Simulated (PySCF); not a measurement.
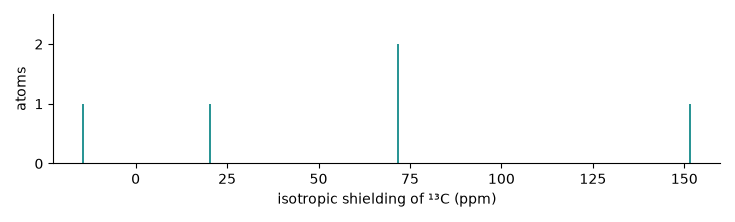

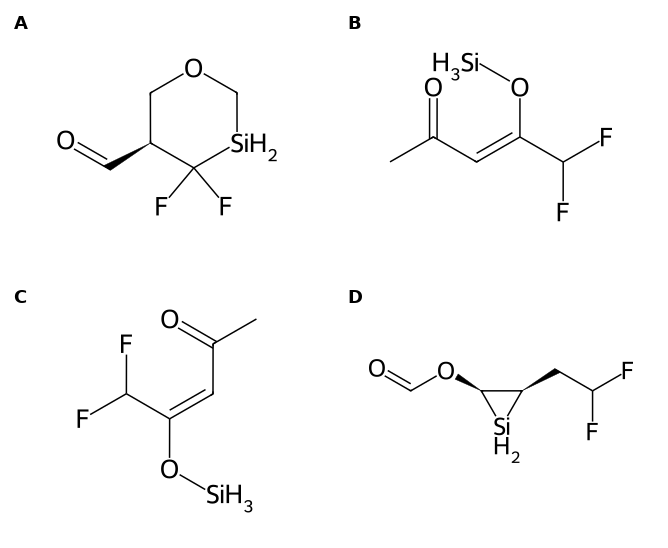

The sticks are computed shieldings of one of the molecules, for one fixed geometry (GFN2-xTB) without averaging over rotations. Low shielding means a high chemical shift. Method: GIAO PBE0/pcSseg-1 NMR shielding, non-relativistic, gas phase (PySCF 2.14.0).

Match the spectrum to a structure.

Answer. C, `CC(=O)/C=C(/O[SiH3])C(F)F`. Its 5 C atoms give lines at −14.3, 20.4, 71.8 (2 atoms), 151.6 ppm.

The geometry is semi-empirical. Around Si such bond lengths and angles can be off by a tenth of an ångström or more and by several degrees, and values that hang on the shape move with them.
